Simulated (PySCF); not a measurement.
# SOF2 (SMILES O=S(F)F) at M06-L/aug-cc-pVDZ

Aim: the vertical singlet–triplet gap of SOF2 at M06-L/aug-cc-pVDZ, from 2 runs. Input form: a Python script.

Program for the calculation: PySCF 2.14.0.

1 further run of the same task is left out (set aside as unsound or not needed). Runs told in other sessions of the task aren't counted.

### Step 1. The molecule

The species is SOF2 (4 atoms), meant as a singlet with charge 0. SMILES: `O=S(F)F`. The coordinates come from a PBE0-D4/def2-TZVP relaxation.

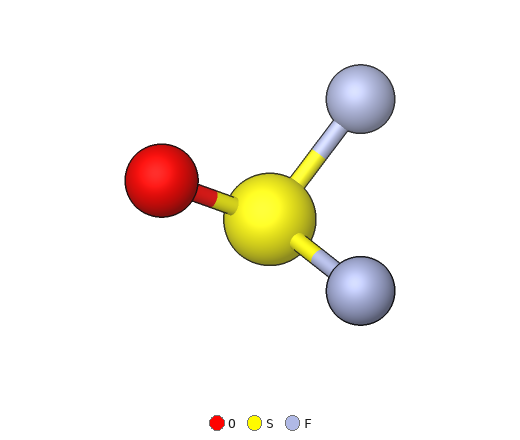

Viewed from a chosen angle; oxygen red, sulfur yellow, fluorine light blue.

### Step 2. A single-point energy at M06-L/aug-cc-pVDZ

Input file job.py:

```python
# O=S(F)F
from pyscf import gto, dft

system = gto.M(
    atom='''
O      1.761981     0.125856    -1.923363
S     -0.285916    -0.805401    -0.464306
F     -2.124808     1.519718     0.000756
F      0.648743    -0.840172     2.386913
''',
    spin=0,
    verbose=3,
    unit='bohr',
    basis='aug-cc-pvdz',
    max_memory=1860,
)

myscf = dft.RKS(system)
myscf.xc = 'm06-l'
myscf.grids.level = 5
myscf.conv_tol = 1e-10
myscf.kernel()
if not myscf.converged:
    myscf = myscf.newton().run(myscf.mo_coeff, myscf.mo_occ)

energy = myscf.e_tot
print(f'total energy: {energy:.8f} hartree')
```

On the command line:

```bash
OMP_NUM_THREADS=1 python job.py
```

Standard output:

```text
converged SCF energy = -673.059798224098
total energy: -673.05979822 hartree
```

Wall time 31 s (1 thread of Arm Neoverse V1, shared host); peak memory 0.53 GiB.

### Step 3. The triplet, same level

Input file calc.py:

```python
from pyscf import gto, dft

mol = gto.Mole()
mol.atom = [
    ('O', (0.932400, 0.066600, -1.017800)),
    ('S', (-0.151300, -0.426200, -0.245700)),
    ('F', (-1.124400, 0.804200, 0.000400)),
    ('F', (0.343300, -0.444600, 1.263100)),
]
mol.max_memory = 1860
mol.charge = 0
mol.spin = 2
mol.verbose = 3
mol.basis = 'aug-cc-pvdz'
mol.build()

mf = dft.UKS(mol, xc='m06-l')
mf.grids.level = 5
mf.conv_tol = 1e-10
mf.kernel()
if not mf.converged:
    mf = mf.newton().run(mf.mo_coeff, mf.mo_occ)

e_tot = mf.e_tot
print('E(%s) = %.9f' % ('M06-L', e_tot))
```

On the command line:

```bash
OMP_NUM_THREADS=1 python calc.py
```

Standard output:

```text
WARN: HOMO -0.0716281970093675 >= LUMO -0.340326532550708

WARN: HOMO -0.109247479380691 >= LUMO -0.227658187714226

WARN: HOMO -0.108976026091516 >= LUMO -0.291087905912948

WARN: HOMO -0.104109413068588 >= LUMO -0.281255347340484

WARN: HOMO -0.106366848785195 >= LUMO -0.279241506952983

WARN: HOMO -0.106250533885471 >= LUMO -0.278837586819678

WARN: HOMO -0.105326950842602 >= LUMO -0.277306523532938

WARN: HOMO -0.105802139877662 >= LUMO -0.277697963625906

WARN: HOMO -0.105622640836922 >= LUMO -0.277542880519845

WARN: HOMO -0.105619930550632 >= LUMO -0.277558378965264

WARN: HOMO -0.105624065110899 >= LUMO -0.277585719066272

WARN: HOMO -0.105619705725315 >= LUMO -0.277577572897947

WARN: HOMO -0.105617363151005 >= LUMO -0.277579815347987

WARN: HOMO -0.105617779971229 >= LUMO -0.277579975225639

WARN: HOMO -0.105617385623368 >= LUMO -0.277579976885322

converged SCF energy = -672.85471627029  <S^2> = 2.0074629  2S+1 = 3.0049712
E(M06-L) = -672.854716270
```

Run time: 69 s. Hardware: 1 thread of Arm Neoverse V1, shared host; peak memory 0.54 GiB.

### Step 4. Outcome

Level: M06-L/aug-cc-pVDZ.

```
                                        quantity          value
                           singlet: total energy  -673.05980 Eh
                          singlet: dipole moment         1.60 D
                            singlet: HOMO energy       -8.41 eV
                            singlet: LUMO energy       -1.99 eV
                          singlet: HOMO–LUMO gap        6.43 eV
                           triplet: total energy  -672.85472 Eh
                          triplet: dipole moment         0.99 D
     triplet: HOMO energy (highest over α and β)       -2.87 eV
                                   triplet: ⟨S²⟩          2.007
vertical energy of the triplet above the singlet       5.581 eV
```

What this shows: At this shape the triplet lies 5.58 eV (538 kJ/mol) above the singlet. Mulliken charges (singlet) run from -0.60 on O1 to +1.48 on S2; in a basis this large or diffuse they mean little. Mulliken charges (triplet) run from -0.48 on O1 to +1.27 on S2; in a basis this large or diffuse they mean little.
